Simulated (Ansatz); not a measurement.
# Site preference of Cl in place of S in SiC(10-10)/MgS(100) interface (76 atoms), part 3 of 3

At which site of SiC(10-10)/MgS(100) interface (76 atoms) does Cl in place of S cost least, and what about the site decides it?

Ansatz 0.2.0; Kohn-Sham DFT, PBE, PAW (set soft_2), plane waves.

So far. Step 3 (Relaxation): The relaxation converged after 11 steps, 12.7 eV below its start, with a largest force component of 0.024 eV/Å. Step 5 (Cl on a site of S, site S76): The relaxation converged after 14 steps, 0.566 eV below its start, with a largest force component of 0.029 eV/Å.

## Step 6: Cl on a site of S, site S74

The site has 5 bonded neighbours (Mg5) at 2.52 Å on average, in the MgS. 

input.yaml

```yaml
crystal:
  lattice:
    - [11.8227, 0.0, 0.0]
    - [-1.10952, 7.88027, 0.0]
    - [0.0, 0.0, 10.74772]
  atoms:
    [... atom lines 1 to 70 left out ...]
    - { symbol: Mg, position: [0.02229, 0.45858, 0.80812] }
    - { symbol: S, position: [0.73524, 0.34633, 0.81227] }
    - { symbol: Mg, position: [0.74311, 0.33734, 0.52817] }
    - { symbol: Cl, position: [0.69938, 0.62628, 0.57105] }
    - { symbol: Mg, position: [0.69966, 0.66285, 0.79972] }
    - { symbol: S, position: [0.48744, 0.47888, 0.84761] }
kpoints:
  mp_grid: { grid: [1, 2, 1] }
hamiltonian:
  xc: pbe
scf:
  occupations: { method: gaussian, width: 0.05 }
output:
  forces: true
  eigenvalues: true
relax:
  f_tol: 0.05
  max_steps: 90
```

Launch:

```
> ansatz run input.yaml --threads 4 --pin off --max-ram 8192MiB --backend cpu --events-out ev --progress --plain --runs-dir out
```

Numbers of over 12 decimals in the logs are rounded to 6 here.

The program printed:

```text
[...]
Crystal: 76 atoms, lattice volume = 1001.323 Å³
Basis set: ecut = 420 eV, 19535 PW (Γ), exchange–correlation on 160×108×144 points (8 copies of the dense FFT grid, shifted against one another)
Bands: 285, of which v1, the nominal top of the filled ones, is band 209 counted from 1 (208 counted from 0)
Symmetry: 1 space group operations
[...]
k-points: 2
[...]
SCF iter   1: F=—  HF=-61040.962932 eV  |F-HF|=—  |Δ(HF+E_count)|=         —  Δρ=5.23e-3  dr2=9.23e-1  ethr=1.77e-3  ⟨swp⟩=6.5  Hψ=2566  notcnv=0  defer=77
[...]
SCF iter   7: F=—  HF=-61040.798927 eV  |F-HF|=—  |Δ(HF+E_count)|=   1.49e-4  Δρ=6.42e-5  dr2=1.66e-4  ethr=2.24e-7  ⟨swp⟩=2.0  Hψ=820  notcnv=0  defer=140
SCF iter   8: F=-61040.798876 eV  HF=-61040.798901 eV  |F-HF|=2.49e-5  |Δ(HF+E_count)|=   2.56e-5  Δρ=2.95e-5  dr2=3.15e-5  ethr=1.50e-8  ⟨swp⟩=12.0  Hψ=3188  notcnv=0
SCF 1 converged in 8 iterations: F = -61040.798876 eV  dr2 = 3.15e-5
[...]
relax step   1: F+E_penalty+E_count = -61040.79887604 eV  Δ(F+E_penalty+E_count) = +0.000e0 eV  max|allowed force component| = 1.050e0 eV/Å  Δτ_max = 0.0000 Å  (8 SCF iters, dr2 threshold 6.25e-5 eV, accepted)
[...]
relax step   2: F+E_penalty+E_count = -61041.26320060 eV  Δ(F+E_penalty+E_count) = -4.643e-1 eV  max|allowed force component| = 5.402e-1 eV/Å  Δτ_max = 0.1737 Å  (7 SCF iters, dr2 threshold 6.89e-5 eV, accepted)
[...]
relax step   3: F+E_penalty+E_count = -61041.35603519 eV  Δ(F+E_penalty+E_count) = -9.283e-2 eV  max|allowed force component| = 3.259e-1 eV/Å  Δτ_max = 0.0594 Å  (7 SCF iters, dr2 threshold 1.82e-5 eV, accepted)
relax step   4: F+E_penalty+E_count = -61041.39670367 eV  Δ(F+E_penalty+E_count) = -4.067e-2 eV  max|allowed force component| = 1.321e-1 eV/Å  Δτ_max = 0.0695 Å  (7 SCF iters, dr2 threshold 2.81e-5 eV, accepted)
relax step   5: F+E_penalty+E_count = -61041.42516881 eV  Δ(F+E_penalty+E_count) = -2.847e-2 eV  max|allowed force component| = 1.237e-1 eV/Å  Δτ_max = 0.1042 Å  (9 SCF iters, dr2 threshold 2.86e-6 eV, accepted)
relax step   6: F+E_penalty+E_count = -61041.44159491 eV  Δ(F+E_penalty+E_count) = -1.643e-2 eV  max|allowed force component| = 1.711e-1 eV/Å  Δτ_max = 0.1047 Å  (8 SCF iters, dr2 threshold 2.51e-6 eV, accepted)
relax step   7: F+E_penalty+E_count = -61041.45226552 eV  Δ(F+E_penalty+E_count) = -1.067e-2 eV  max|allowed force component| = 8.306e-2 eV/Å  Δτ_max = 0.0300 Å  (7 SCF iters, dr2 threshold 2.57e-5 eV, accepted)
relax step   8: F+E_penalty+E_count = -61041.45737053 eV  Δ(F+E_penalty+E_count) = -5.105e-3 eV  max|allowed force component| = 9.036e-2 eV/Å  Δτ_max = 0.0160 Å  (9 SCF iters, accepted)
relax step   9: F+E_penalty+E_count = -61041.46151046 eV  Δ(F+E_penalty+E_count) = -4.140e-3 eV  max|allowed force component| = 1.148e-1 eV/Å  Δτ_max = 0.0351 Å  (9 SCF iters, accepted)
relax step  10: F+E_penalty+E_count = -61041.47198744 eV  Δ(F+E_penalty+E_count) = -1.048e-2 eV  max|allowed force component| = 1.927e-1 eV/Å  Δτ_max = 0.0873 Å  (6 SCF iters, dr2 threshold 1.32e-5 eV, accepted)
relax step  11: F+E_penalty+E_count = -61041.49142514 eV  Δ(F+E_penalty+E_count) = -1.944e-2 eV  max|allowed force component| = 2.527e-1 eV/Å  Δτ_max = 0.1951 Å  (6 SCF iters, dr2 threshold 3.71e-5 eV, accepted)
relax step  12: F+E_penalty+E_count = -61041.50657391 eV  Δ(F+E_penalty+E_count) = -1.515e-2 eV  max|allowed force component| = 1.915e-1 eV/Å  Δτ_max = 0.0367 Å  (6 SCF iters, dr2 threshold 6.38e-5 eV, accepted)
relax step  13: F+E_penalty+E_count = -61041.52018956 eV  Δ(F+E_penalty+E_count) = -1.362e-2 eV  max|allowed force component| = 9.783e-2 eV/Å  Δτ_max = 0.0370 Å  (6 SCF iters, dr2 threshold 2.10e-5 eV, accepted)
relax step  14: F+E_penalty+E_count = -61041.51338788 eV  Δ(F+E_penalty+E_count) = +6.802e-3 eV  max|allowed force component| = 1.950e-1 eV/Å  Δτ_max = 0.0656 Å  (7 SCF iters, rejected (line search))
relax step  15: F+E_penalty+E_count = -61041.52514611 eV  Δ(F+E_penalty+E_count) = -4.957e-3 eV  max|allowed force component| = 1.356e-1 eV/Å  Δτ_max = 0.0320 Å  (7 SCF iters, accepted)
relax step  16: F+E_penalty+E_count = -61041.51261133 eV  Δ(F+E_penalty+E_count) = +1.253e-2 eV  max|allowed force component| = 1.583e-1 eV/Å  Δτ_max = 0.0892 Å  (6 SCF iters, dr2 threshold 4.80e-6 eV, rejected (line search))
[...]
relax step  17: F+E_penalty+E_count = -61041.52833887 eV  Δ(F+E_penalty+E_count) = -3.193e-3 eV  max|allowed force component| = 3.393e-2 eV/Å  Δτ_max = 0.0403 Å  (7 SCF iters, accepted)
SCF converged after 7 iterations
Free energy (F): -61041.528339 eV
[...]
Internal energy: -61041.517443 eV  (E = F + TS)
E sigma→0 (E₀):  -61041.522891 eV
Entropy (-TS):   -0.010896 eV (-0.143 meV/atom)
Fermi energy:    9.251524 eV
[...]
Σ components = -61041.528339   (vs F -61041.528339, Δ=0.00e0)
--- Forces (eV/Å), atoms counted from 1 ---
  atom   1  Si    -0.01412381     0.00219069    -0.00298610
  atom   2  C     -0.00028035     0.00939040     0.00927858
  atom   3  Si    -0.00328739    -0.00262158     0.00199107
  atom   4  C      0.01080642    -0.00576414     0.00351301
[...]
atom  76  S      0.00085646    -0.00384055    -0.00467632
  max |Σ_I F_I| component: 4.82e-5 eV/Å
--- Band table (eV) ---
[...]
--- Relaxed structure (17 steps of the walk, 15 accepted, 0 SCFs on fresh bases) ---
  F+E_penalty+E_count = -61041.52833887 eV   max|allowed force component| = 3.393e-2 eV/Å
  atoms:
    - { symbol: Si, position: [0.673134, 0.338020, 0.010134] }
    - { symbol: C, position: [0.793852, 0.456095, 0.093590] }
    - { symbol: Si, position: [0.916817, 0.330580, 0.080635] }
    - { symbol: C, position: [0.875532, 0.120452, 0.00209763] }
[...]
- { symbol: S, position: [0.488338, 0.473728, 0.847207] }
```

It took 4.5 min on 4 threads of Arm Neoverse V1, shared host; peak memory 2.9 GiB.

The relaxation converged after 17 steps, 0.729 eV below its start, with a largest force component of 0.034 eV/Å.

## Step 7: Cl on a site of S, site S66

The site has 5 bonded neighbours (Mg5) at 2.54 Å on average, in the MgS. 

input.yaml, the sections that differ from step 6:

```yaml
crystal:
  lattice:
    - [11.8227, 0.0, 0.0]
    - [-1.10952, 7.88027, 0.0]
    - [0.0, 0.0, 10.74772]
  atoms:
    [... atom lines 1 to 62 left out ...]
    - { symbol: Mg, position: [0.53245, 0.18512, 0.77708] }
    - { symbol: S, position: [0.33737, 0.01787, 0.77849] }
    - { symbol: Mg, position: [0.35421, 0.00564, 0.55853] }
    - { symbol: Cl, position: [0.30199, 0.29789, 0.56216] }
    - { symbol: Mg, position: [0.26446, 0.29033, 0.78904] }
    - { symbol: S, position: [0.05452, 0.14902, 0.7526] }
    - { symbol: Mg, position: [0.08095, 0.14917, 0.51114] }
    [... atom lines 70 to 76 left out ...]
# kpoints, hamiltonian, scf, output, relax: as in step 6
```

The program printed:

```text
[...]
Crystal: 76 atoms, lattice volume = 1001.323 Å³
Basis set: ecut = 420 eV, 19535 PW (Γ), exchange–correlation on 160×108×144 points (8 copies of the dense FFT grid, shifted against one another)
Bands: 285, of which v1, the nominal top of the filled ones, is band 209 counted from 1 (208 counted from 0)
Symmetry: 1 space group operations
[...]
k-points: 2
[...]
SCF iter   1: F=—  HF=-61041.197624 eV  |F-HF|=—  |Δ(HF+E_count)|=         —  Δρ=4.97e-3  dr2=8.16e-1  ethr=1.77e-3  ⟨swp⟩=6.5  Hψ=2560  notcnv=0  defer=79
[...]
SCF iter   5: F=—  HF=-61041.053646 eV  |F-HF|=—  |Δ(HF+E_count)|=   2.10e-4  Δρ=6.67e-5  dr2=7.48e-5  ethr=3.10e-7  ⟨swp⟩=2.0  Hψ=851  notcnv=0  defer=137
SCF iter   6: F=-61041.053636 eV  HF=-61041.053646 eV  |F-HF|=9.47e-6  |Δ(HF+E_count)|=   5.92e-8  Δρ=2.21e-5  dr2=1.39e-5  ethr=1.50e-8  ⟨swp⟩=13.5  Hψ=2987  notcnv=0
SCF 1 converged in 6 iterations: F = -61041.053636 eV  dr2 = 1.39e-5
[...]
relax step   1: F+E_penalty+E_count = -61041.05363607 eV  Δ(F+E_penalty+E_count) = +0.000e0 eV  max|allowed force component| = 8.572e-1 eV/Å  Δτ_max = 0.0000 Å  (6 SCF iters, dr2 threshold 6.25e-5 eV, accepted)
[...]
relax step   2: F+E_penalty+E_count = -61041.55799288 eV  Δ(F+E_penalty+E_count) = -5.044e-1 eV  max|allowed force component| = 4.342e-1 eV/Å  Δτ_max = 0.1944 Å  (6 SCF iters, dr2 threshold 4.59e-5 eV, accepted)
[...]
relax step   3: F+E_penalty+E_count = -61041.63503592 eV  Δ(F+E_penalty+E_count) = -7.704e-2 eV  max|allowed force component| = 2.522e-1 eV/Å  Δτ_max = 0.0583 Å  (7 SCF iters, dr2 threshold 1.18e-5 eV, accepted)
relax step   4: F+E_penalty+E_count = -61041.67268103 eV  Δ(F+E_penalty+E_count) = -3.765e-2 eV  max|allowed force component| = 1.310e-1 eV/Å  Δτ_max = 0.0605 Å  (7 SCF iters, dr2 threshold 1.63e-5 eV, accepted)
relax step   5: F+E_penalty+E_count = -61041.68223495 eV  Δ(F+E_penalty+E_count) = -9.554e-3 eV  max|allowed force component| = 8.413e-2 eV/Å  Δτ_max = 0.0347 Å  (7 SCF iters, dr2 threshold 4.64e-6 eV, accepted)
relax step   6: F+E_penalty+E_count = -61041.65531312 eV  Δ(F+E_penalty+E_count) = +2.692e-2 eV  max|allowed force component| = 2.432e-1 eV/Å  Δτ_max = 0.2000 Å  (11 SCF iters, rejected (line search))
[...]
relax step   7: F+E_penalty+E_count = -61041.69335796 eV  Δ(F+E_penalty+E_count) = -1.112e-2 eV  max|allowed force component| = 3.834e-2 eV/Å  Δτ_max = 0.0670 Å  (10 SCF iters, accepted)
SCF converged after 10 iterations
Free energy (F): -61041.693358 eV
[...]
Internal energy: -61041.667307 eV  (E = F + TS)
E sigma→0 (E₀):  -61041.680332 eV
Entropy (-TS):   -0.026051 eV (-0.343 meV/atom)
Fermi energy:    9.235335 eV
[...]
Σ components = -61041.693358   (vs F -61041.693358, Δ=0.00e0)
--- Forces (eV/Å), atoms counted from 1 ---
  atom   1  Si    -0.00154495    -0.00412152     0.00675955
  atom   2  C      0.00421329    -0.00238732    -0.00732852
  atom   3  Si    -0.00241776    -0.00446848     0.00032559
  atom   4  C     -0.00413574    -0.00125424     0.00665580
[...]
atom  76  S      0.00709664    -0.00136671    -0.00071097
  max |Σ_I F_I| component: 3.48e-5 eV/Å
--- Band table (eV) ---
[...]
--- Relaxed structure (7 steps of the walk, 6 accepted, 0 SCFs on fresh bases) ---
  F+E_penalty+E_count = -61041.69335796 eV   max|allowed force component| = 3.834e-2 eV/Å
  atoms:
    - { symbol: Si, position: [0.676875, 0.337606, 0.00635157] }
    - { symbol: C, position: [0.799323, 0.461132, 0.085065] }
    - { symbol: Si, position: [0.920224, 0.331044, 0.081975] }
    - { symbol: C, position: [0.879102, 0.120244, 0.00464787] }
[...]
- { symbol: S, position: [0.487590, 0.485338, 0.847509] }
```

It took 2 min on 4 threads; peak memory 2.9 GiB; 7.7 min of CPU time.

The relaxation converged after 7 steps, 0.640 eV below its start, with a largest force component of 0.038 eV/Å.

## Step 8: Cl on a site of S, site S70

The site has 6 bonded neighbours (Mg4SiC) at 2.74 Å on average, in the MgS. 

Input and log are left out; they have the form of those shown for this kind of step.

Elapsed: 2.4 min, on 4 threads of Arm Neoverse V1, shared host; peak memory 2.9 GiB.

The relaxation converged after 8 steps, 0.790 eV below its start, with a largest force component of 0.044 eV/Å.

## Step 9: Cl on a site of S, site S52

The site has 5 bonded neighbours (Mg5) at 2.54 Å on average, in the MgS. 

input.yaml, the sections that differ from step 7:

```yaml
crystal:
  lattice:
    - [11.8227, 0.0, 0.0]
    - [-1.10952, 7.88027, 0.0]
    - [0.0, 0.0, 10.74772]
  atoms:
    [... atom lines 1 to 48 left out ...]
    - { symbol: Mg, position: [0.4985, 0.47351, 0.573] }
    - { symbol: S, position: [0.43356, 0.74219, 0.57661] }
    - { symbol: Mg, position: [0.42912, 0.76559, 0.79508] }
    - { symbol: Cl, position: [0.2219, 0.58704, 0.76906] }
    - { symbol: Mg, position: [0.23807, 0.57222, 0.53524] }
    - { symbol: S, position: [0.15464, 0.84132, 0.53873] }
    - { symbol: Mg, position: [0.14702, 0.85772, 0.82559] }
    [... atom lines 56 to 76 left out ...]
# kpoints, hamiltonian, scf, output, relax: as in step 7
```

The program printed:

```text
[...]
Crystal: 76 atoms, lattice volume = 1001.323 Å³
Basis set: ecut = 420 eV, 19535 PW (Γ), exchange–correlation on 160×108×144 points (8 copies of the dense FFT grid, shifted against one another)
Bands: 285, of which v1, the nominal top of the filled ones, is band 209 counted from 1 (208 counted from 0)
Symmetry: 1 space group operations
[...]
k-points: 2
[...]
SCF iter   1: F=—  HF=-61041.394136 eV  |F-HF|=—  |Δ(HF+E_count)|=         —  Δρ=5.12e-3  dr2=8.60e-1  ethr=1.77e-3  ⟨swp⟩=6.5  Hψ=2562  notcnv=0  defer=75
[...]
SCF iter   7: F=—  HF=-61041.236216 eV  |F-HF|=—  |Δ(HF+E_count)|=   1.18e-4  Δρ=6.85e-5  dr2=1.78e-4  ethr=1.93e-7  ⟨swp⟩=2.0  Hψ=674  notcnv=0  defer=138
SCF iter   8: F=-61041.236167 eV  HF=-61041.236190 eV  |F-HF|=2.32e-5  |Δ(HF+E_count)|=   2.56e-5  Δρ=2.54e-5  dr2=2.98e-5  ethr=1.50e-8  ⟨swp⟩=12.0  Hψ=3180  notcnv=0
SCF 1 converged in 8 iterations: F = -61041.236167 eV  dr2 = 2.98e-5
[...]
relax step   1: F+E_penalty+E_count = -61041.23616713 eV  Δ(F+E_penalty+E_count) = +0.000e0 eV  max|allowed force component| = 7.799e-1 eV/Å  Δτ_max = 0.0000 Å  (8 SCF iters, dr2 threshold 6.25e-5 eV, accepted)
[...]
relax step   2: F+E_penalty+E_count = -61041.68122919 eV  Δ(F+E_penalty+E_count) = -4.451e-1 eV  max|allowed force component| = 4.313e-1 eV/Å  Δτ_max = 0.1947 Å  (8 SCF iters, dr2 threshold 3.80e-5 eV, accepted)
[...]
relax step   3: F+E_penalty+E_count = -61041.76704383 eV  Δ(F+E_penalty+E_count) = -8.581e-2 eV  max|allowed force component| = 2.838e-1 eV/Å  Δτ_max = 0.0586 Å  (7 SCF iters, dr2 threshold 1.16e-5 eV, accepted)
relax step   4: F+E_penalty+E_count = -61041.82486242 eV  Δ(F+E_penalty+E_count) = -5.782e-2 eV  max|allowed force component| = 1.564e-1 eV/Å  Δτ_max = 0.0859 Å  (6 SCF iters, dr2 threshold 2.46e-5 eV, accepted)
relax step   5: F+E_penalty+E_count = -61041.84094939 eV  Δ(F+E_penalty+E_count) = -1.609e-2 eV  max|allowed force component| = 6.500e-2 eV/Å  Δτ_max = 0.0354 Å  (6 SCF iters, dr2 threshold 7.43e-6 eV, accepted)
relax step   6: F+E_penalty+E_count = -61041.84997089 eV  Δ(F+E_penalty+E_count) = -9.022e-3 eV  max|allowed force component| = 6.120e-2 eV/Å  Δτ_max = 0.0352 Å  (6 SCF iters, accepted)
relax step   7: F+E_penalty+E_count = -61041.83433409 eV  Δ(F+E_penalty+E_count) = +1.564e-2 eV  max|allowed force component| = 1.541e-1 eV/Å  Δτ_max = 0.0865 Å  (7 SCF iters, rejected (line search))
[...]
relax step   8: F+E_penalty+E_count = -61041.85485689 eV  Δ(F+E_penalty+E_count) = -4.886e-3 eV  max|allowed force component| = 3.518e-2 eV/Å  Δτ_max = 0.0415 Å  (7 SCF iters, accepted)
SCF converged after 7 iterations
Free energy (F): -61041.854857 eV
[...]
Internal energy: -61041.837491 eV  (E = F + TS)
E sigma→0 (E₀):  -61041.846174 eV
Entropy (-TS):   -0.017366 eV (-0.228 meV/atom)
Fermi energy:    9.180390 eV
[...]
Σ components = -61041.854857   (vs F -61041.854857, Δ=0.00e0)
--- Forces (eV/Å), atoms counted from 1 ---
  atom   1  Si    -0.00299772     0.00402590     0.01871590
  atom   2  C     -0.00340034    -0.00002060    -0.00979987
  atom   3  Si     0.00477922    -0.00157439     0.00256928
  atom   4  C      0.00245807     0.00050664    -0.00209543
[...]
atom  76  S     -0.00756939     0.00042013    -0.00617703
  max |Σ_I F_I| component: 4.93e-5 eV/Å
--- Band table (eV) ---
[...]
--- Relaxed structure (8 steps of the walk, 7 accepted, 0 SCFs on fresh bases) ---
  F+E_penalty+E_count = -61041.85485689 eV   max|allowed force component| = 3.518e-2 eV/Å
  atoms:
    - { symbol: Si, position: [0.677125, 0.339792, 0.00697534] }
    - { symbol: C, position: [0.799944, 0.463056, 0.084955] }
    - { symbol: Si, position: [0.921481, 0.333183, 0.080734] }
    - { symbol: C, position: [0.879518, 0.122709, 0.0025566] }
[...]
- { symbol: S, position: [0.485095, 0.485681, 0.849444] }
```

The job ended after 2.1 min (4 threads; peak memory 2.9 GiB).

The relaxation converged after 8 steps, 0.619 eV below its start, with a largest force component of 0.035 eV/Å.

## Step 10: Cl on a site of S, site S54

The site has 6 bonded neighbours (Mg4SiC) at 2.64 Å on average, in the MgS. 

Input and log are left out; they have the form of those shown for this kind of step.

Run time: 2.3 min. Hardware: 4 threads of Arm Neoverse V1, shared host; peak memory 2.9 GiB; 8.9 min of CPU time.

The relaxation converged after 8 steps, 0.712 eV below its start, with a largest force component of 0.038 eV/Å.

## Step 11: The sites compared

All these cells hold the same atoms, so their energies can be compared with no chemical potential.

```tsv
site	neighbours	mean distance (Å)	atoms within 6 Å	distance to the other part (Å; 6 means 6 or more)	energy over the best site (eV)	before relaxation (eV)	gain on relaxing (eV)
S52	Mg5	2.54	64	3.1	0.00	0.00	0.62
S66	Mg5	2.54	63	2.8	0.16	0.18	0.64
S74	Mg5	2.52	61	3.3	0.33	0.44	0.73
S70	Mg4SiC	2.74	62	2.2	0.59	0.76	0.79
S54	Mg4SiC	2.64	60	2.2	0.75	0.84	0.71
S76	Mg4SiC	2.60	70	1.9	1.92	1.87	0.57
```

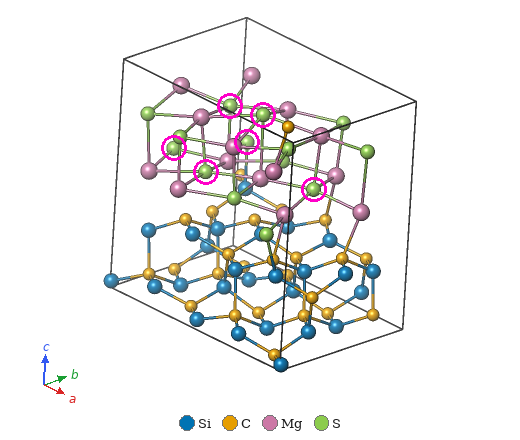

The relaxed cell with the tried sites ringed. Some periodic images of atoms are drawn too.

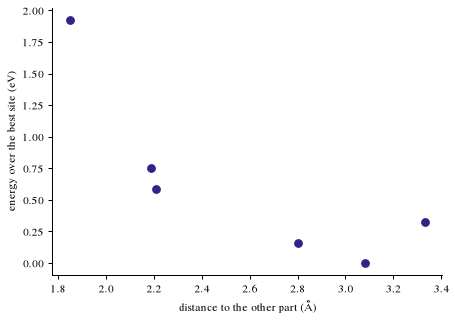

Site energy against the site's surroundings.

## Step 12: What came out

The cheapest site is S52 (5 neighbours, Mg5); the dearest, S76 (6 neighbours, Mg4SiC), costs 1.9 eV more. Over 6 sites the energy falls with the distance to the other part (correlation -0.81). Sites with the same first shell differ by up to 1.34 eV, from their geometry, farther neighbours or both. Relaxation gains 0.57 to 0.79 eV and leaves the best site the same.

Caveats: Defects are neutral and interact with their images. Only 6 of the 14 S sites were tried; unless symmetry makes the others alike to these, a cheaper one may exist. The change leaves an odd electron count, and these runs have no spin polarisation. The host structure and its lattice constant were typed by rule, without a check against the phase diagram. The pressure of 7.3 GPa says that the cell would expand at this level of theory.

The DFT runs together took 20 min of wall time.

[Logs are printed without paths, hosts, clocks, repeated set-up lines and the standing remarks that a program may print on its own settings, such as how far it seeks lower states.]

[Hosts, paths, dates, database ids (printed as entryN), source tags and the programs' standing remarks are cut or masked in the printed files.]
